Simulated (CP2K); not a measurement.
# C2H5N (aziridine): PBE/DZVP-MOLOPT-SR-GTH (core potential)

Aim: the vertical ionisation energy of C2H5N (aziridine) at PBE/DZVP-MOLOPT-SR-GTH (core potential), from 2 runs. 

The calculation is run with CP2K 2026.2.

## Step 1: Starting point

The species is C2H5N (8 atoms), meant as a singlet with charge 0. As SMILES, `C1CN1`. Geometry: relaxed at PBE0-D4/def2-TZVP.

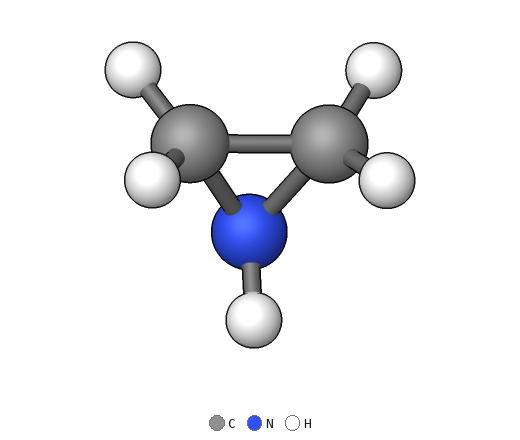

Viewed from a chosen angle; carbon grey, nitrogen blue, hydrogen white.

## Step 2: The energy at PBE/DZVP-MOLOPT-SR-GTH (core potential)

The input, molecule.xyz:

```xyz
8

C     -0.441950     0.372860    -0.526630
C      0.701820     0.041300     0.342680
N     -0.646410    -0.379240     0.705850
H     -0.523890    -0.146250    -1.476300
H     -0.850360     1.377350    -0.521460
H      1.130680     0.803020     0.984310
H      1.406100    -0.705720    -0.009460
H     -0.775990    -1.363310     0.501020
```

The input, qs.inp:

```
&FORCE_EVAL
   METHOD QUICKSTEP
   &DFT
      BASIS_SET_FILE_NAME BASIS_MOLOPT
      POTENTIAL_FILE_NAME GTH_POTENTIALS
      &QS
         METHOD GPW
         EPS_DEFAULT 1.0E-10
      &END QS
      &MGRID
         CUTOFF 400
         REL_CUTOFF 50
         NGRIDS 4
      &END MGRID
      &POISSON
         PERIODIC NONE
         POISSON_SOLVER MULTIPOLE
      &END POISSON
      &SCF
         SCF_GUESS ATOMIC
         EPS_SCF 1.0E-06
         MAX_SCF 30
         &OT
            MINIMIZER CG
            PRECONDITIONER FULL_ALL
         &END OT
         &OUTER_SCF
            EPS_SCF 1.0E-06
            MAX_SCF 5
         &END OUTER_SCF
      &END SCF
      &XC
         &XC_FUNCTIONAL PBE
         &END XC_FUNCTIONAL
      &END XC
      &PRINT
         &MOMENTS
            PERIODIC F
            REFERENCE COM
            MAX_MOMENT 1
         &END MOMENTS
         &MO_CUBES
            NLUMO 3
            NHOMO -1
            WRITE_CUBE F
         &END MO_CUBES
         &HIRSHFELD OFF
         &END HIRSHFELD
      &END PRINT
   &END DFT
   &SUBSYS
      &CELL
         ABC 9.3 9.7 9.5
         PERIODIC NONE
      &END CELL
      &TOPOLOGY
         COORD_FILE_NAME molecule.xyz
         COORD_FILE_FORMAT XYZ
         &CENTER_COORDINATES
         &END CENTER_COORDINATES
      &END TOPOLOGY
      &KIND C
         BASIS_SET DZVP-MOLOPT-SR-GTH-q4
         POTENTIAL GTH-PBE-q4
      &END KIND
      &KIND N
         BASIS_SET DZVP-MOLOPT-SR-GTH-q5
         POTENTIAL GTH-PBE-q5
      &END KIND
      &KIND H
         BASIS_SET DZVP-MOLOPT-SR-GTH-q1
         POTENTIAL GTH-PBE-q1
      &END KIND
   &END SUBSYS
&END FORCE_EVAL

&GLOBAL
   PROJECT_NAME qs
   RUN_TYPE ENERGY
   PRINT_LEVEL MEDIUM
&END GLOBAL
```

Command:

```console
$ OMP_NUM_THREADS=1 cp2k.psmp -i qs.inp -o qs.out
```

The log of the run:

```text
CP2K| version string:                                       CP2K version 2026.2
[...]
 GLOBAL| Method name                                                        CP2K
[...]
 GLOBAL| Run type                                                         ENERGY
[...]
 DFT| Spin restricted Kohn-Sham (RKS) calculation                            RKS
 DFT| Multiplicity                                                             1
[...]
 DFT| Charge                                                                   0
[...]
 FUNCTIONAL| PBE:
 QS| Method:                                                                 GPW
[...]
 QS| Density cutoff [a.u.]:                                                200.0
[...]
 QS| Relative density cutoff [a.u.]:                                        25.0
[...]
                             - Atoms:                                          8
[...]
                             - Spherical basis functions:                     64
[...]
 Number of electrons:                                                         18
[...]
     1 OT CG       0.15E+00    0.9     0.20947332       -21.9705377992 -2.20E+01
[...]
    22 OT CG       0.71E-01    0.9     0.00000058       -24.2464423940 -2.96E-11
  *** SCF run converged in    22 steps ***
[...]
  Overlap energy of the core charge distribution:               0.00000156796357
  Self energy of the core charge distribution:                -58.57300448762278
  Core Hamiltonian energy:                                     18.28739477455438
  Hartree energy:                                              23.88585179187177
  Exchange-correlation energy:                                 -7.84668604077890
  Total energy:                                               -24.24644239401197
[...]
                     Mulliken Population Analysis
 #  Atom  Element  Kind  Atomic population                           Net charge
       1     C        1          4.134541                             -0.134541
       2     C        1          4.134547                             -0.134547
       3     N        2          5.135762                             -0.135762
       4     H        3          0.929312                              0.070688
       5     H        3          0.925768                              0.074232
       6     H        3          0.925740                              0.074260
       7     H        3          0.929348                              0.070652
       8     H        3          0.884981                              0.115019
 # Total charge                             18.000000                 -0.000000
[...]
  Dipole moment [Debye]
    X=  0.7855790E+00 Y= -0.6836406E+00 Z= -0.1294493E+01  Total=      1.6613886
[...]
 HOMO - LUMO gap [eV] :    7.870396
 ENERGY| Total FORCE_EVAL ( QS ) energy [hartree]            -24.246442394011968
[...]
```

Wall time 35 s (1 thread of Arm Neoverse V2, shared host); peak memory 0.73 GiB.

## Step 3: The doublet cation, same level

The input, run.inp:

```
&GLOBAL
 PROJECT run
 RUN_TYPE ENERGY
 PRINT_LEVEL MEDIUM
&END GLOBAL

&FORCE_EVAL
 METHOD Quickstep
 &DFT
  BASIS_SET_FILE_NAME BASIS_MOLOPT
  POTENTIAL_FILE_NAME GTH_POTENTIALS
  CHARGE 1
  MULTIPLICITY 2
  SPIN_POLARIZED T
  ! Quickstep
  &QS
   METHOD GPW
   EPS_DEFAULT 1.0E-10
  &END QS
  ! plane-wave cutoff in Ry
  &MGRID
   CUTOFF 400
   REL_CUTOFF 50
   NGRIDS 4
  &END MGRID
  &POISSON
   PERIODIC NONE
   POISSON_SOLVER MULTIPOLE
  &END POISSON
  &SCF
   SCF_GUESS ATOMIC
   EPS_SCF 1.0E-06
   MAX_SCF 40
   &OT
    MINIMIZER CG
    PRECONDITIONER FULL_SINGLE_INVERSE
   &END OT
   &OUTER_SCF
    EPS_SCF 1.0E-06
    MAX_SCF 10
   &END OUTER_SCF
  &END SCF
  ! functional
  &XC
   &XC_FUNCTIONAL PBE
   &END XC_FUNCTIONAL
  &END XC
  &PRINT
   &MOMENTS
    PERIODIC F
    REFERENCE COM
    MAX_MOMENT 1
   &END MOMENTS
   &MO_CUBES
    NLUMO 5
    NHOMO -1
    WRITE_CUBE F
   &END MO_CUBES
   &HIRSHFELD OFF
   &END HIRSHFELD
  &END PRINT
 &END DFT
 &SUBSYS
  &CELL
   ABC 9.3 9.7 9.5
   PERIODIC NONE
  &END CELL
  &COORD
   SCALED T
   C    0.42260000   0.53771546   0.47045947
   C    0.54558602   0.50353402   0.56196579
   N    0.40061505   0.46017938   0.60019421
   H    0.41378925   0.48419897   0.37049421
   H    0.37868495   0.64127113   0.47100368
   H    0.59170000   0.58206186   0.62950579
   H    0.62131505   0.42652165   0.52489842
   H    0.38668172   0.35872887   0.57863316
  &END COORD
  &KIND C
   BASIS_SET DZVP-MOLOPT-SR-GTH-q4
   POTENTIAL GTH-PBE-q4
  &END KIND
  &KIND N
   BASIS_SET DZVP-MOLOPT-SR-GTH-q5
   POTENTIAL GTH-PBE-q5
  &END KIND
  &KIND H
   BASIS_SET DZVP-MOLOPT-SR-GTH-q1
   POTENTIAL GTH-PBE-q1
  &END KIND
 &END SUBSYS
&END FORCE_EVAL
```

Command:

```console
$ OMP_NUM_THREADS=1 cp2k.psmp -i run.inp -o run.out
```

The log of the run, shortened:

```text
CP2K| version string:                                       CP2K version 2026.2
[...]
 GLOBAL| Method name                                                        CP2K
[...]
 GLOBAL| Run type                                                         ENERGY
[...]
 DFT| Spin unrestricted (spin-polarized) Kohn-Sham calculation               UKS
 DFT| Multiplicity                                                             2
[...]
 DFT| Charge                                                                   1
[...]
 FUNCTIONAL| PBE:
 QS| Method:                                                                 GPW
[...]
 QS| Density cutoff [a.u.]:                                                200.0
[...]
 QS| Relative density cutoff [a.u.]:                                        25.0
[...]
                             - Atoms:                                          8
[...]
                             - Spherical basis functions:                     64
[...]
 Number of electrons:                                                          9
[...]
     1 OT CG       0.80E-01    1.5     0.09124293       -21.6943424710 -2.17E+01
[...]
    38 OT CG       0.16E+00    1.7     0.00000077       -23.8934438754 -1.36E-10
  *** SCF run converged in    38 steps ***
[...]
  Overlap energy of the core charge distribution:               0.00000156796413
  Self energy of the core charge distribution:                -58.57300448762278
  Core Hamiltonian energy:                                     17.94067761372591
  Hartree energy:                                              24.24751769212986
  Exchange-correlation energy:                                 -7.50863626163256
  Total energy:                                               -23.89344387543543
[...]
                     Mulliken Population Analysis
 #  Atom  Element  Kind  Atomic population (alpha,beta) Net charge  Spin moment
       1     C        1         2.042346     1.931499     0.026154     0.110847
       2     C        1         2.042267     1.931471     0.026261     0.110796
       3     N        2         2.701169     1.998758     0.300073     0.702410
       4     H        3         0.446826     0.440096     0.113078     0.006730
[...]
  Dipole moment [Debye]
    X=  0.2797999E+00 Y= -0.8523071E+00 Z= -0.6901180E+00  Total=      1.1318031
[...]
 HOMO - LUMO gap [eV] :    2.271907
 ENERGY| Total FORCE_EVAL ( QS ) energy [hartree]            -23.893443875435430
[...]
```

Run time: 97 s. Hardware: 1 thread of Arm Neoverse V2, shared host; peak memory 0.92 GiB.

## Step 4: What came out

At PBE/DZVP-MOLOPT-SR-GTH (core potential):

| quantity | value |
| --- | --- |
| singlet C2H5N: total energy | -24.24644 Eh |
| singlet C2H5N: dipole moment | 1.66 D |
| singlet C2H5N: HOMO energy | -5.69 eV |
| singlet C2H5N: LUMO energy | 2.19 eV |
| singlet C2H5N: HOMO–LUMO gap | 7.87 eV |
| doublet cation: total energy | -23.89344 Eh |
| doublet cation: HOMO energy (highest over α and β) | -15.28 eV |
| doublet cation: LUMO energy (lowest over α and β) | -13.38 eV |
| doublet cation: ⟨S²⟩ | 0.753 |
| vertical ionisation energy (to the doublet cation) | 9.606 eV |

**Reading.** Removing an electron at fixed nuclei costs 9.61 eV (222 kcal/mol). −ε(HOMO) before ionisation, 5.69 eV, is 3.92 eV below this ionisation energy.
